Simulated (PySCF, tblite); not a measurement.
# C₃H₁₀BN: geometry, infrared bands, NMR shifts, spin-spin couplings, electronic excitations and core binding energies, part 2 of 3

tblite 0.8.0 and PySCF 2.14.0. Atoms count from 0. Earlier steps stand in the parts before.

### 6 J couplings: B3LYP/pcJ-1

Job settings and geometry (Å):

```
{"job": {"kind": "j", "xc": "B3LYP", "basis": "pcJ-1"}, "charge": 0, "multiplicity": 1}
C      2.119354    -0.992958     0.018810
C      1.765352     0.226159    -0.413769
B      0.309119     0.845979    -0.571995
N     -0.765920    -0.270582    -0.104582
C     -2.167003     0.150010    -0.163302
H      3.162564    -1.319463     0.091291
H      1.387684    -1.754449     0.329045
H      2.594915     0.891237    -0.695343
H      0.118077     1.815721     0.160658
H      0.019176     1.117459    -1.736134
H     -0.614540    -1.099103    -0.684618
H     -0.513894    -0.554597     0.845250
H     -2.848143    -0.648637     0.165314
H     -2.403796     0.438867    -1.194754
H     -2.294635     1.033533     0.474290
```

Level: B3LYP/pcJ-1 indirect spin-spin coupling, non-relativistic, gas phase.

Log:

```text
coarse grid: 11608 points
cycle   1  E = -199.8421810943  dE =  2.092e-01  |g| = 4.840e-01  |ddm| = 2.772e+00
cycle   2  E = -199.8265163054  dE =  1.566e-02  |g| = 5.437e-01  |ddm| = 1.130e+00
cycle   3  E = -199.9119916417  dE = -8.548e-02  |g| = 1.076e-01  |ddm| = 6.658e-01
cycle   4  E = -199.9142631293  dE = -2.271e-03  |g| = 5.137e-02  |ddm| = 1.028e-01
cycle   5  E = -199.9148875293  dE = -6.244e-04  |g| = 1.006e-02  |ddm| = 4.202e-02
cycle   6  E = -199.9149158589  dE = -2.833e-05  |g| = 2.343e-03  |ddm| = 1.231e-02
cycle   7  E = -199.9149171602  dE = -1.301e-06  |g| = 4.510e-04  |ddm| = 1.941e-03
final grid: 109544 points
cycle   8  E = -199.9501915756  dE = -9.997e-05  |g| = 6.290e-03  |ddm| = 2.411e-02
cycle   9  E = -199.9501879408  dE =  3.635e-06  |g| = 7.328e-03  |ddm| = 9.739e-03
cycle  10  E = -199.9502010326  dE = -1.309e-05  |g| = 5.305e-04  |ddm| = 5.535e-03
cycle  11  E = -199.9502010477  dE = -1.507e-08  |g| = 4.382e-04  |ddm| = 5.393e-04
cycle  12  E = -199.9502010856  dE = -3.794e-08  |g| = 3.582e-05  |ddm| = 2.514e-04
cycle  13  E = -199.9502010858  dE = -1.455e-10  |g| = 2.403e-05  |ddm| = 4.048e-05
converged SCF energy = -199.9502010858

Indirect spin-spin couplings (Hz)
  i      j    bonds     total        FC       PSO       DSO        SD
  0 C    1 C    1     66.498    76.354    -9.976     0.120         -
  0 C    2 B    2     -1.131    -0.908    -0.109    -0.064    -0.050
  0 C    3 N    3     -2.239    -2.253     0.025    -0.009    -0.002
  0 C    4 C    4     -0.377    -0.335     0.013    -0.055         -
  0 C    5 H    1    169.431   168.206     0.693     0.532         -
  0 C    6 H    1    150.326   148.661     1.048     0.617         -
  0 C    7 H    2     -4.198    -2.305    -1.411    -0.482         -
  0 C    8 H    3      5.237     5.295     0.228    -0.286         -
  0 C    9 H    3      5.178     5.238     0.227    -0.287         -
  0 C   12 H    5     -0.156    -0.114     0.129    -0.171         -
  1 C    2 B    1     60.335    60.898    -1.322     0.226     0.534
  1 C    3 N    2     -0.934    -1.088     0.143    -0.016     0.027
  1 C    4 C    3      5.578     5.596     0.040    -0.058         -
  1 C    5 H    2     -3.354    -1.507    -1.268    -0.579         -
  1 C    6 H    2      4.121     6.142    -1.508    -0.513         -
  1 C    7 H    1    141.773   140.987     0.131     0.656         -
  1 C    8 H    2     -4.820    -4.746    -0.076     0.002         -
  1 C    9 H    2     -4.671    -4.599    -0.071    -0.002         -
  1 C   10 H    3      0.939     1.142    -0.287     0.083         -
  1 C   11 H    3      1.075     1.282    -0.305     0.098         -
  1 C   12 H    4      1.641     1.687     0.216    -0.261         -
  2 B    3 N    1     -4.243    -3.851     0.149    -0.096    -0.445
  2 B    4 C    2      0.442     0.570    -0.096    -0.026    -0.006
  2 B    5 H    3      8.957     8.995     0.474    -0.554     0.043
  2 B    6 H    3      5.539     5.614     0.047    -0.108    -0.014
  2 B    7 H    2      3.893     3.972     0.113    -0.254     0.062
  2 B    8 H    1    107.421   107.105    -0.668     0.907     0.076
  2 B    9 H    1    107.746   107.430    -0.668     0.906     0.078
  2 B   10 H    2     -3.182    -3.253     0.243    -0.256     0.083
  2 B   11 H    2     -3.170    -3.246     0.245    -0.253     0.084
  2 B   12 H    3      5.258     5.268     0.543    -0.583     0.029
  2 B   13 H    3      1.218     1.262    -0.053     0.019    -0.010
  2 B   14 H    3      1.235     1.278    -0.052     0.019    -0.010
  3 N    4 C    1     -7.723    -6.383    -0.358    -0.069    -0.912
  3 N    5 H    4     -0.190    -0.200    -0.114     0.111     0.013
  3 N    6 H    4     -0.324    -0.317     0.056    -0.124     0.061
  3 N    7 H    3     -4.251    -4.269    -0.113     0.137    -0.005
  3 N    8 H    2     -2.177    -2.159     0.034    -0.027    -0.024
  3 N    9 H    2     -2.291    -2.276     0.035    -0.026    -0.023
  3 N   10 H    1    -71.488   -69.124    -2.019    -0.323    -0.021
  3 N   11 H    1    -71.506   -69.151    -2.010    -0.323    -0.021
  3 N   12 H    2      0.710     0.757    -0.197     0.120     0.030
  3 N   13 H    2     -0.311    -0.172    -0.220     0.081    -0.001
  3 N   14 H    2     -0.313    -0.173    -0.220     0.081    -0.001
  4 C    7 H    4      0.566     0.568     0.289    -0.291         -
  4 C    8 H    3      4.090     4.088     0.005    -0.004         -
  4 C    9 H    3      3.641     3.641     0.011    -0.012         -
  4 C   10 H    2     -2.751    -2.833     0.520    -0.438         -
  4 C   11 H    2     -2.741    -2.822     0.518    -0.438         -
  4 C   12 H    1    141.153   139.821     0.734     0.598         -
  4 C   13 H    1    148.043   146.897     0.532     0.613         -
  4 C   14 H    1    148.178   147.035     0.529     0.614         -
  5 H    6 H    2      2.360     2.042     3.407    -3.088         -
  5 H    7 H    3     15.069    15.593     0.076    -0.601         -
  5 H    8 H    4     -3.150    -3.044     1.199    -1.306         -
  5 H    9 H    4     -3.138    -3.032     1.202    -1.309         -
  6 H    7 H    3     21.612    22.177     2.596    -3.161         -
  6 H    8 H    4     -2.902    -2.777     0.830    -0.955         -
  6 H    9 H    4     -2.896    -2.771     0.824    -0.950         -
  6 H   11 H    5     -0.168    -0.328    -2.316     2.476         -
  7 H    8 H    3      3.055     3.070     0.457    -0.472         -
  7 H    9 H    3      2.965     2.980     0.473    -0.488         -
  7 H   10 H    4     -0.455    -0.337     1.314    -1.431         -
  7 H   11 H    4     -0.435    -0.317     1.306    -1.424         -
  7 H   12 H    5      0.514     0.574     1.135    -1.195         -
  8 H    9 H    2    -16.235   -16.269     0.946    -0.913         -
  8 H   10 H    3     10.209    10.306     2.497    -2.594         -
  8 H   11 H    3      2.166     2.260     0.118    -0.211         -
  8 H   13 H    4     -0.242    -0.150     0.331    -0.423         -
  8 H   14 H    4     -0.370    -0.415    -1.198     1.243         -
  9 H   10 H    3      2.349     2.440     0.068    -0.159         -
  9 H   11 H    3     10.269    10.366     2.492    -2.589         -
  9 H   13 H    4     -0.357    -0.399    -1.166     1.207         -
  9 H   14 H    4     -0.254    -0.161     0.370    -0.463         -
 10 H   11 H    2    -14.154   -14.383     3.829    -3.599         -
 10 H   12 H    3      2.842     3.033     0.623    -0.814         -
 10 H   13 H    3      3.158     3.327     0.627    -0.796         -
 10 H   14 H    3     17.025    17.111     3.576    -3.663         -
 11 H   12 H    3      2.860     3.051     0.622    -0.813         -
 11 H   13 H    3     17.097    17.183     3.573    -3.659         -
 11 H   14 H    3      3.153     3.320     0.626    -0.793         -
 12 H   13 H    2    -11.669   -11.657     2.799    -2.811         -
 12 H   14 H    2    -11.630   -11.618     2.801    -2.813         -
 13 H   14 H    2    -15.927   -15.900     2.567    -2.594         -
```

Wall time 27 s (1 thread of Arm Neoverse V2, shared host); peak memory 0.93 GiB.

A choice of the couplings up to four bonds, sorted by the number of bonds, with means over like pairs; isotopes 11B, 13C, 1H, 15N:

```
   pair  bonds  J (Hz)  Fermi contact (Hz)  dihedral (°)
  C0–H5      1   169.4               168.2             –
  C0–H6      1   150.3               148.7             –
 C4–H12      1   145.8               144.6             –
  C1–H7      1   141.8               141.0             –
  B2–H8      1   107.6               107.3             –
 N3–H10      1   -71.5               -69.1             –
  C0–C1      1    66.5                76.4             –
  C1–B2      1    60.3                60.9             –
  N3–C4      1    -7.7                -6.4             –
  H8–H9      2   -16.2               -16.3             –
H10–H11      2   -14.2               -14.4             –
H12–H13      2   -13.1               -13.1             –
  C1–H8      2    -4.7                -4.7             –
  C0–H7      2    -4.2                -2.3             –
  C1–H6      2     4.1                 6.1             –
  B2–H7      2     3.9                 4.0             –
  C1–H5      2    -3.4                -1.5             –
 B2–H10      2    -3.2                -3.2             –
  H6–H7      3    21.6                22.2          -180
  H5–H7      3    15.1                15.6             0
 H8–H10      3    10.2                10.3          -179
  B2–H5      3     9.0                 9.0          -180
H10–H12      3     7.7                 7.8             –
  C1–C4      3     5.6                 5.6           179
  B2–H6      3     5.5                 5.6             0
  C0–H8      3     5.2                 5.3           117
  N3–H7      3    -4.3                -4.3          -180
  H5–H8      4    -3.1                -3.0             –
  H6–H8      4    -2.9                -2.8             –
```

The spin-dipole term was solved for some atoms only; pairs without it lack that part.

Quadrupole couplings from the field gradients of the same density:

```
atom  isotope  eQq/h (MHz)     η
  N3      14N       -2.691  0.22
  B2      11B        2.249  0.05
```

Shifts (PBE0/pcSseg-1, scaled to CDCl3 for protons on carbon, raw for the others) and these couplings together give the proton spectrum at 600 MHz below. H–H couplings in it are scaled by factors fitted to measured ones, so they differ from the table. Couplings to quadrupolar nuclei are left out.

1H NMR δ 6.88 (m, 1H), 5.15 (dd, J = 13.8, 2.2 Hz, 1H), 4.45 (dd, J = 19.8, 2.2 Hz, 1H), 2.72 (s, 3H), 2.68 (br s, 2H), 2.55 (br, 2H).

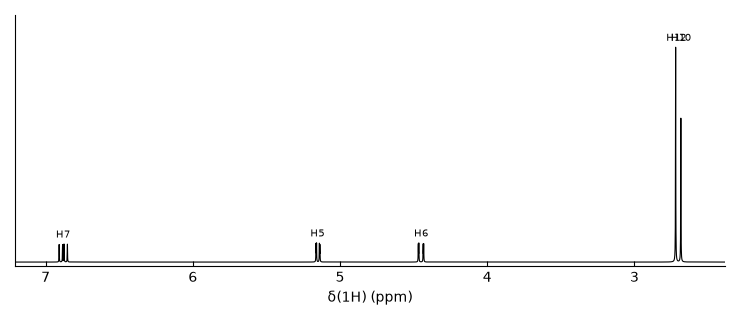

Simulated proton spectrum at 600 MHz, by exact diagonalisation of each spin system; lines 1.2 Hz wide, exchangeable protons uncoupled, protons on B, Al or Ga left out.

### 7 Excited states and response: CAM-B3LYP/def2-SVPD

The job, as its differences from that of step 6:

```diff
@@ -1,2 +1,2 @@
-{"job": {"kind": "j", "xc": "B3LYP", "basis": "pcJ-1"}, "charge": 0, "multiplicity": 1}
+{"job": {"kind": "uv", "xc": "CAM-B3LYP", "basis": "def2-SVPD", "ip": true}, "charge": 0, "multiplicity": 1}
 C      2.119354    -0.992958     0.018810
```

Method: TDDFT CAM-B3LYP/def2-SVPD, vertical, gas phase, core orbitals frozen in the response.

Log:

```text
coarse grid: 11608 points
cycle   1  E = -199.5869967123  dE =  3.564e-01  |g| = 3.672e-01  |ddm| = 7.838e+00
cycle   2  E = -199.6106686324  dE = -2.367e-02  |g| = 2.837e-01  |ddm| = 1.473e+00
cycle   3  E = -199.6328989045  dE = -2.223e-02  |g| = 6.040e-02  |ddm| = 5.828e-01
cycle   4  E = -199.6336814212  dE = -7.825e-04  |g| = 2.684e-02  |ddm| = 1.341e-01
cycle   5  E = -199.6338544474  dE = -1.730e-04  |g| = 4.665e-03  |ddm| = 5.608e-02
cycle   6  E = -199.6338608030  dE = -6.356e-06  |g| = 1.322e-03  |ddm| = 1.106e-02
final grid: 109544 points
cycle   7  E = -199.6690208500  dE = -3.890e-05  |g| = 3.713e-03  |ddm| = 1.367e-01
cycle   8  E = -199.6690218233  dE = -9.733e-07  |g| = 3.289e-03  |ddm| = 1.794e-02
cycle   9  E = -199.6690245315  dE = -2.708e-06  |g| = 3.370e-04  |ddm| = 5.339e-03
cycle  10  E = -199.6690245501  dE = -1.860e-08  |g| = 2.134e-04  |ddm| = 1.000e-03
cycle  11  E = -199.6690245615  dE = -1.140e-08  |g| = 2.288e-05  |ddm| = 4.362e-04
cycle  12  E = -199.6690245617  dE = -1.451e-10  |g| = 1.186e-05  |ddm| = 6.863e-05
converged SCF energy = -199.6690245617

Static polarisability (au): isotropic 66.030, principal 53.831 65.725 78.534

Singlet excitations
state   eV       nm        f      main configurations
  1   5.7992    213.8   0.00639   H->L 0.89, H->L+1 0.09
  2   6.8771    180.3   0.29026   H->L+2 0.95
  3   7.0707    175.3   0.00019   H->L+3 0.74, H-1->L+2 0.08
  4   7.0956    174.7   0.03437   H->L+1 0.46, H-1->L+2 0.24, H->L+5 0.12
  5   7.1293    173.9   0.00831   H-1->L+2 0.45, H->L+1 0.17, H->L+3 0.12
  6   7.2825    170.2   0.02806   H-1->L 0.86
  7   7.6588    161.9   0.15652   H->L+4 0.93
  8   7.8088    158.8   0.01164   H->L+5 0.47, H->L+1 0.21, H-2->L 0.17
  9   7.9235    156.5   0.00273   H-2->L 0.64, H->L+5 0.24
 10   8.1869    151.4   0.02128   H->L+6 0.52, H->L+7 0.15, H->L+9 0.12

Triplet excitations (Tamm-Dancoff, eV): 4.3547 5.7136 6.5351 6.9544
Vertical ionisation energy (delta-SCF) = 8.7523 eV
```

It took 33 s on 1 thread of Arm Neoverse V2, shared host; peak memory 0.95 GiB.

Frontier orbitals and where they lie:

```
orbital      eV                        atoms
 HOMO−3  -10.62    B2 21 %, N3 17 %, C1 15 %
 HOMO−2   -9.99    B2 31 %, C1 17 %, H9 15 %
 HOMO−1   -9.39    C1 29 %, B2 26 %, C0 13 %
   HOMO   -7.89    C0 34 %, C1 28 %, B2 13 %
   LUMO    0.64   C4 19 %, B2 15 %, H10 14 %
 LUMO+1    1.66  C4 20 %, H12 15 %, H14 12 %
 LUMO+2    1.83    C1 25 %, C0 20 %, H6 10 %
```

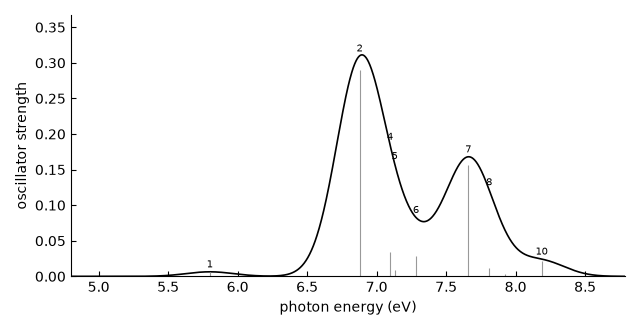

Absorption spectrum from the 10 singlet states computed; above the last one it falls off for lack of states. Lines are broadened to a width of 0.40 eV (Gaussian).

Ground-state properties from the same run:

```
           property  computed
  dipole moment (D)      4.79
polarisability (Å³)      9.78
 HOMO–LUMO gap (eV)      8.52
      −ε(HOMO) (eV)      7.89
```

### 8 Shielding tensors: PBE0/pcSseg-2

The job, as its differences from that of step 7:

```diff
@@ -1,2 +1,2 @@
-{"job": {"kind": "uv", "xc": "CAM-B3LYP", "basis": "def2-SVPD", "ip": true}, "charge": 0, "multiplicity": 1}
+{"job": {"kind": "nmr", "xc": "PBE0", "basis": "pcSseg-2", "pop": false}, "charge": 0, "multiplicity": 1}
 C      2.119354    -0.992958     0.018810
```

Method: GIAO PBE0/pcSseg-2 NMR shielding, non-relativistic, gas phase.

Log:

```text
coarse grid: 11608 points
cycle   1  E = -199.6748073291  dE =  2.575e-01  |g| = 4.596e-01  |ddm| = 2.348e+00
cycle   2  E = -199.6680908672  dE =  6.716e-03  |g| = 4.941e-01  |ddm| = 9.948e-01
cycle   3  E = -199.7390622612  dE = -7.097e-02  |g| = 9.613e-02  |ddm| = 5.735e-01
cycle   4  E = -199.7410512141  dE = -1.989e-03  |g| = 3.820e-02  |ddm| = 7.736e-02
cycle   5  E = -199.7413911399  dE = -3.399e-04  |g| = 8.938e-03  |ddm| = 2.889e-02
cycle   6  E = -199.7414136358  dE = -2.250e-05  |g| = 1.982e-03  |ddm| = 8.789e-03
cycle   7  E = -199.7414145997  dE = -9.639e-07  |g| = 3.879e-04  |ddm| = 1.639e-03
final grid: 109544 points
cycle   8  E = -199.7453627065  dE = -1.247e-04  |g| = 8.065e-03  |ddm| = 7.398e-02
cycle   9  E = -199.7453588511  dE =  3.855e-06  |g| = 9.030e-03  |ddm| = 1.242e-02
cycle  10  E = -199.7453792751  dE = -2.042e-05  |g| = 7.999e-04  |ddm| = 6.346e-03
cycle  11  E = -199.7453793848  dE = -1.097e-07  |g| = 3.534e-04  |ddm| = 6.454e-04
cycle  12  E = -199.7453794098  dE = -2.492e-08  |g| = 8.656e-05  |ddm| = 2.306e-04
cycle  13  E = -199.7453794114  dE = -1.613e-09  |g| = 3.870e-05  |ddm| = 8.764e-05
cycle  14  E = -199.7453794117  dE = -3.803e-10  |g| = 5.196e-06  |ddm| = 2.679e-05
converged SCF energy = -199.7453794117

GIAO shielding tensors (ppm)
atom      isotropic    diamagn.    paramagn.     s11        s22        s33       span
  0 C       69.084     254.173    -185.090    -45.870     87.891    165.229    211.099
  1 C       12.740     251.639    -238.899   -129.923     -4.381    172.525    302.448
  2 B      114.690     190.074     -75.384    101.428    108.822    133.821     32.393
  3 N      215.553     316.441    -100.888    201.735    208.270    236.655     34.920
  4 C      150.230     238.165     -87.935    129.451    135.324    185.915     56.465
  5 H       25.892      29.491      -3.599     23.607     24.484     29.586      5.979
  6 H       26.682      34.776      -8.094     23.789     25.318     30.941      7.152
  7 H       24.108      29.767      -5.659     20.733     24.779     26.810      6.077
  8 H       28.752      31.070      -2.317     26.009     28.447     31.801      5.792
  9 H       28.740      30.543      -1.803     26.040     28.381     31.799      5.759
 10 H       28.276      33.547      -5.271     21.286     26.436     37.106     15.820
 11 H       28.244      34.448      -6.204     21.170     26.496     37.065     15.894
 12 H       28.809      27.268       1.541     24.029     26.674     35.725     11.696
 13 H       28.553      27.903       0.650     24.646     27.082     33.930      9.284
 14 H       28.560      28.339       0.220     24.657     27.089     33.934      9.278
```

Run time: 32 s. Hardware: 1 thread of Arm Neoverse V2, shared host; peak memory 1.2 GiB.

This run: δ C1 171.4, C0 115.0, C4 33.9, B2 -15.6, H7 7.14, H5 5.35 ppm.

[end of part 2 of 3]
